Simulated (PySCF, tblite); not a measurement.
# Si2H6O3: dynamics, then NMR shifts on frames, part 2 of 2

tblite 0.8.0 and PySCF 2.14.0. Atoms count from 0. Earlier steps stand in the parts before.

**5. Shielding tensors: 625 fs, PBE0/pcSseg-1**

The job: settings as JSON, then the geometry in Å.

```
{"job": {"kind": "nmr", "xc": "PBE0", "basis": "pcSseg-1", "pop": false}, "charge": 0, "multiplicity": 1}
O     -1.573000     0.621100     0.043600
Si    -0.615800    -0.692500     0.376800
O     -1.007900    -2.134400    -0.263800
O      0.840300    -0.329300    -0.051600
Si     2.427400    -0.460000     0.376700
H     -1.331200     1.241000    -0.675400
H     -0.774400    -0.727700     1.842500
H     -1.878600    -2.294000    -0.507300
H      2.498200    -1.284600     1.564300
H      2.932500     0.945400     0.243700
H      2.998700    -1.169600    -0.738900
```

Method: GIAO PBE0/pcSseg-1 NMR shielding, non-relativistic, gas phase.

The log of the run:

```text
coarse grid: 10232 points
cycle   1  E = -807.6012234214  dE =  6.767e-01  |g| = 1.161e+00  |ddm| = 3.034e+00
cycle   2  E = -807.3372828580  dE =  2.639e-01  |g| = 1.670e+00  |ddm| = 1.851e+00
cycle   3  E = -807.8296603882  dE = -4.924e-01  |g| = 8.452e-02  |ddm| = 1.231e+00
cycle   4  E = -807.8304124849  dE = -7.521e-04  |g| = 5.951e-02  |ddm| = 8.947e-02
cycle   5  E = -807.8310008224  dE = -5.883e-04  |g| = 9.043e-03  |ddm| = 3.921e-02
cycle   6  E = -807.8310143966  dE = -1.357e-05  |g| = 1.048e-03  |ddm| = 6.080e-03
cycle   7  E = -807.8310144931  dE = -9.651e-08  |g| = 8.230e-04  |ddm| = 1.287e-03
final grid: 89712 points
cycle   8  E = -807.8888326840  dE = -1.173e-05  |g| = 8.799e-03  |ddm| = 1.172e-02
cycle   9  E = -807.8888191810  dE =  1.350e-05  |g| = 1.253e-02  |ddm| = 1.199e-02
cycle  10  E = -807.8888449252  dE = -2.574e-05  |g| = 4.474e-04  |ddm| = 7.312e-03
cycle  11  E = -807.8888449522  dE = -2.699e-08  |g| = 2.367e-04  |ddm| = 4.290e-04
cycle  12  E = -807.8888449615  dE = -9.270e-09  |g| = 2.989e-05  |ddm| = 1.419e-04
cycle  13  E = -807.8888449616  dE = -1.376e-10  |g| = 7.005e-06  |ddm| = 3.004e-05
converged SCF energy = -807.8888449616

GIAO shielding tensors (ppm)
atom      isotropic    diamagn.    paramagn.     s11        s22        s33       span
  0 O      266.662     392.237    -125.575    229.790    253.723    316.474     86.685
  1 Si     411.851     881.166    -469.315    388.864    415.640    431.049     42.185
  2 O      280.570     388.195    -107.625    247.348    263.191    331.171     83.824
  3 O      290.308     399.984    -109.676    242.061    301.608    327.254     85.192
  4 Si     388.239     879.206    -490.967    347.572    357.503    459.641    112.070
  5 H       28.883      32.435      -3.552     21.825     23.780     41.043     19.217
  6 H       27.138      30.492      -3.354     24.030     24.592     32.791      8.761
  7 H       30.795      32.538      -1.744     22.716     24.421     45.246     22.530
  8 H       26.478      28.621      -2.143     23.030     25.185     31.218      8.188
  9 H       25.965      28.438      -2.473     22.385     24.505     31.006      8.622
 10 H       26.817      29.209      -2.392     23.212     25.470     31.770      8.558
```

It took 8.4 s on 1 thread of INTEL XEON PLATINUM 8581C at 2.30GHz, shared host; peak memory 0.63 GiB.

This run: δ O0 69.4, O2 55.5, O3 45.8, Si4 -39.1, H9 5.75, H8 5.24 ppm.

**6. Nuclear shieldings: 800 fs, PBE0/pcSseg-1**

The job: settings as JSON, then the geometry in Å.

```
{"job": {"kind": "nmr", "xc": "PBE0", "basis": "pcSseg-1", "pop": false}, "charge": 0, "multiplicity": 1}
O     -1.716800     0.676100    -0.249900
Si    -0.823400    -0.438200     0.479200
O     -1.619200    -1.761400     0.000100
O      0.685900    -0.278300    -0.123600
Si     2.265600    -0.468600    -0.227200
H     -1.477500     1.589700    -0.137500
H     -0.899100    -0.479000     1.885900
H     -1.869100    -1.857500    -0.912700
H      2.545200    -1.784300     0.284600
H      2.849100     0.758500     0.431400
H      2.609200    -0.415300    -1.680500
```

With the program's defaults for keys left out, this is: GIAO PBE0/pcSseg-1 NMR shielding, non-relativistic, gas phase.

The log of the run:

```text
coarse grid: 10232 points
cycle   1  E = -807.6030158929  dE =  7.129e-01  |g| = 1.169e+00  |ddm| = 3.038e+00
cycle   2  E = -807.3378043669  dE =  2.652e-01  |g| = 1.677e+00  |ddm| = 1.886e+00
cycle   3  E = -807.8344565830  dE = -4.967e-01  |g| = 8.457e-02  |ddm| = 1.260e+00
cycle   4  E = -807.8351696095  dE = -7.130e-04  |g| = 6.134e-02  |ddm| = 9.297e-02
cycle   5  E = -807.8358033309  dE = -6.337e-04  |g| = 9.016e-03  |ddm| = 4.080e-02
cycle   6  E = -807.8358167405  dE = -1.341e-05  |g| = 6.982e-04  |ddm| = 5.933e-03
cycle   7  E = -807.8358168253  dE = -8.484e-08  |g| = 3.529e-04  |ddm| = 1.028e-03
final grid: 89712 points
cycle   8  E = -807.8937589661  dE = -1.196e-05  |g| = 8.606e-03  |ddm| = 1.180e-02
cycle   9  E = -807.8937465152  dE =  1.245e-05  |g| = 1.215e-02  |ddm| = 1.195e-02
cycle  10  E = -807.8937706607  dE = -2.415e-05  |g| = 5.022e-04  |ddm| = 7.230e-03
cycle  11  E = -807.8937706953  dE = -3.466e-08  |g| = 2.450e-04  |ddm| = 4.657e-04
cycle  12  E = -807.8937707054  dE = -1.002e-08  |g| = 2.924e-05  |ddm| = 1.490e-04
cycle  13  E = -807.8937707055  dE = -1.323e-10  |g| = 4.660e-06  |ddm| = 2.860e-05
converged SCF energy = -807.8937707055

GIAO shielding tensors (ppm)
atom      isotropic    diamagn.    paramagn.     s11        s22        s33       span
  0 O      278.341     389.702    -111.360    250.368    271.360    313.295     62.927
  1 Si     410.174     880.774    -470.600    401.670    408.629    420.224     18.553
  2 O      280.297     388.234    -107.937    244.214    271.283    325.395     81.181
  3 O      276.062     399.907    -123.846    245.077    284.841    298.267     53.190
  4 Si     395.715     879.832    -484.117    357.464    366.401    463.279    105.814
  5 H       30.303      33.010      -2.707     22.512     24.692     43.706     21.194
  6 H       27.841      30.630      -2.789     24.086     25.151     34.285     10.199
  7 H       29.665      32.047      -2.382     22.466     24.056     42.474     20.009
  8 H       26.522      29.118      -2.596     22.847     25.039     31.679      8.832
  9 H       25.883      28.563      -2.681     22.381     24.458     30.809      8.428
 10 H       26.204      28.910      -2.706     22.926     24.768     30.919      7.992
```

Wall time 7.8 s (1 thread of INTEL XEON PLATINUM 8581C at 2.30GHz, shared host); peak memory 0.62 GiB.

Key values: δ O3 60.0, O0 57.7, O2 55.8, Si4 -46.6, H9 5.83, H10 5.51 ppm.

**7. NMR shieldings: 1000 fs, PBE0/pcSseg-1**

The job: settings as JSON, then the geometry in Å.

```
{"job": {"kind": "nmr", "xc": "PBE0", "basis": "pcSseg-1", "pop": false}, "charge": 0, "multiplicity": 1}
O     -1.615900     0.643600    -0.825500
Si    -1.060100    -0.329500     0.379800
O     -1.848700    -1.755100     0.360400
O      0.536200    -0.352700     0.174800
Si     1.918600    -0.549000    -0.579700
H     -1.022000     1.341800    -1.101000
H     -1.152900     0.249200     1.663700
H     -2.373400    -2.135200    -0.370800
H      2.479600    -1.843700    -0.170600
H      2.635200     0.660600    -0.154900
H      1.833700    -0.609100    -2.002100
```

With the program's defaults for keys left out, this is: GIAO PBE0/pcSseg-1 NMR shielding, non-relativistic, gas phase.

The log of the run:

```text
coarse grid: 10232 points
cycle   1  E = -807.6130586262  dE =  6.769e-01  |g| = 1.149e+00  |ddm| = 3.051e+00
cycle   2  E = -807.3652808812  dE =  2.478e-01  |g| = 1.638e+00  |ddm| = 1.843e+00
cycle   3  E = -807.8357127112  dE = -4.704e-01  |g| = 7.587e-02  |ddm| = 1.226e+00
cycle   4  E = -807.8362951053  dE = -5.824e-04  |g| = 5.407e-02  |ddm| = 8.012e-02
cycle   5  E = -807.8367811570  dE = -4.861e-04  |g| = 8.917e-03  |ddm| = 3.692e-02
cycle   6  E = -807.8367941415  dE = -1.298e-05  |g| = 6.634e-04  |ddm| = 5.916e-03
cycle   7  E = -807.8367942085  dE = -6.697e-08  |g| = 4.091e-04  |ddm| = 9.681e-04
final grid: 89712 points
cycle   8  E = -807.8943006673  dE = -1.242e-05  |g| = 8.668e-03  |ddm| = 1.206e-02
cycle   9  E = -807.8942882003  dE =  1.247e-05  |g| = 1.220e-02  |ddm| = 1.176e-02
cycle  10  E = -807.8943124870  dE = -2.429e-05  |g| = 4.190e-04  |ddm| = 7.143e-03
cycle  11  E = -807.8943125091  dE = -2.210e-08  |g| = 2.474e-04  |ddm| = 4.395e-04
cycle  12  E = -807.8943125193  dE = -1.019e-08  |g| = 3.057e-05  |ddm| = 1.511e-04
cycle  13  E = -807.8943125194  dE = -1.467e-10  |g| = 6.247e-06  |ddm| = 3.064e-05
converged SCF energy = -807.8943125194

GIAO shielding tensors (ppm)
atom      isotropic    diamagn.    paramagn.     s11        s22        s33       span
  0 O      273.514     391.081    -117.567    242.719    262.532    315.292     72.573
  1 Si     415.400     880.510    -465.110    396.955    410.814    438.430     41.475
  2 O      283.854     387.858    -104.003    254.517    263.379    333.668     79.151
  3 O      276.110     398.612    -122.502    243.135    288.940    296.256     53.120
  4 Si     400.581     880.482    -479.901    358.355    367.521    475.866    117.511
  5 H       30.026      33.577      -3.550     22.385     25.638     42.055     19.670
  6 H       27.811      31.022      -3.211     23.903     25.254     34.275     10.372
  7 H       28.155      29.454      -1.299     20.716     22.067     41.682     20.966
  8 H       26.494      28.960      -2.466     23.054     24.825     31.603      8.549
  9 H       26.523      29.561      -3.038     22.737     24.845     31.987      9.250
 10 H       27.005      30.678      -3.673     23.662     25.711     31.641      7.980
```

Run time: 8.9 s. Hardware: 1 thread of INTEL XEON PLATINUM 8581C at 2.30GHz, shared host; peak memory 0.62 GiB.

This run: δ O0 62.6, O3 60.0, O2 52.2, Si4 -51.4, H8 5.22, H9 5.19 ppm.

**8. Comparing the runs: NMR shifts**

Shifts (ppm) of some atoms, chosen among heavy atoms and hydrogens apart, with basis size and wall time:

| frame | H7 | H5 | O2 | O0 | O3 | Si4 | Si1 | functions | time |
| --- | --- | --- | --- | --- | --- | --- | --- | --- | --- |
| 250 fs | 3.01 | 1.47 | 60.9 | 55.3 | 45.1 | -43.5 | -62.8 | 129 | 7.3 s |
| 425 fs | 1.27 | 2.52 | 50.4 | 64.3 | 56.3 | -46.0 | -63.2 | 129 | 7.9 s |
| 625 fs | 0.92 | 2.83 | 55.5 | 69.4 | 45.8 | -39.1 | -62.7 | 129 | 8.4 s |
| 800 fs | 2.05 | 1.41 | 55.8 | 57.7 | 60.0 | -46.6 | -61.0 | 129 | 7.8 s |
| 1000 fs | 3.56 | 1.69 | 52.2 | 62.6 | 60.0 | -51.4 | -66.2 | 129 | 8.9 s |

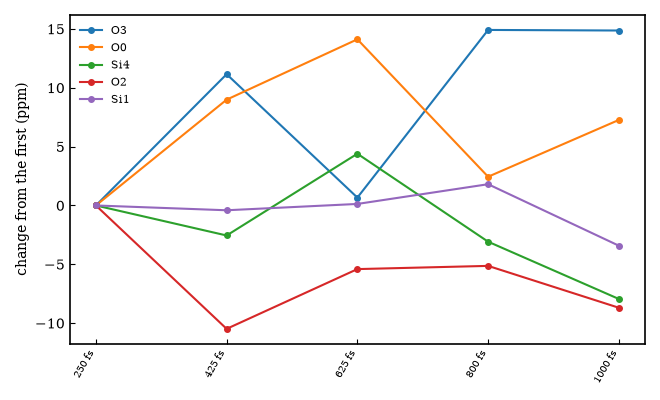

How five of the tabulated atoms move from run to run.

**9. Results**

The summary covers parts 1 to 2.

```
                                       quantity                                   value
                                     thermostat                                   200 K
                  mean temperature, second half                                   212 K
        mean potential energy above the minimum                                 0.24 eV
  1H shifts against TMS (PBE0/pcSseg-1, 250 fs)  5.34, 5.33, 5.27, 4.00, 3.01, 1.47 ppm
 17O shifts against H2O (PBE0/pcSseg-1, 250 fs)                    60.9, 55.3, 45.1 ppm
29Si shifts against TMS (PBE0/pcSseg-1, 250 fs)                        -43.5, -62.8 ppm
                       range of the shift of O3                        45.1 to 60.0 ppm
```

In words: In the second half the potential energy averages 0.24 eV above the minimum; equipartition over 27 harmonic modes at 200 K would give 0.23 eV. With 11 atoms the temperature swings widely (98 to 296 K). Shifts at one fixed geometry are not the observed spectrum, which averages over the motion. In the first frame run (250 fs): Shielding is most anisotropic at Si4 (span 105 ppm, paramagnetic term -487 ppm). In ppm, O3 moves most: its shift spreads over 14.9 ppm, from 45.1 (250 fs) to 60.0 (800 fs).
